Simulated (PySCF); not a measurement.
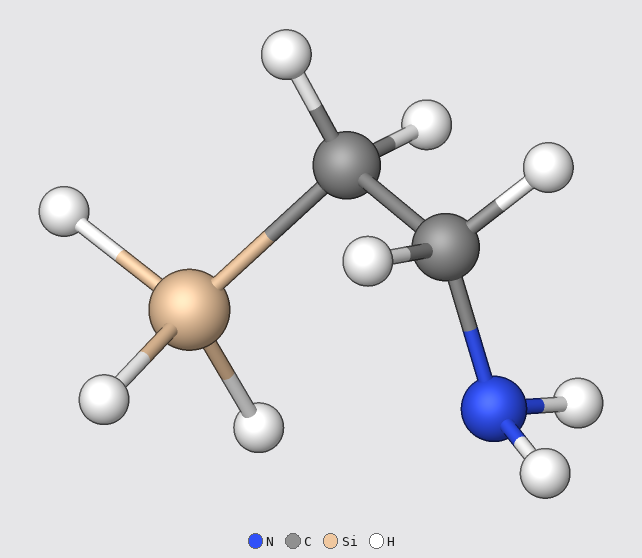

The picture comes from a calculation with PySCF.

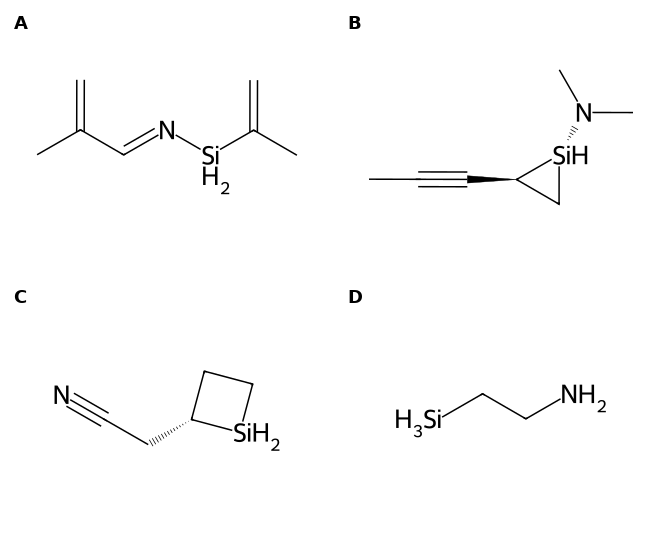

Which structural formula matches the 3D model?

Answer. D, `NCC[SiH3]`.
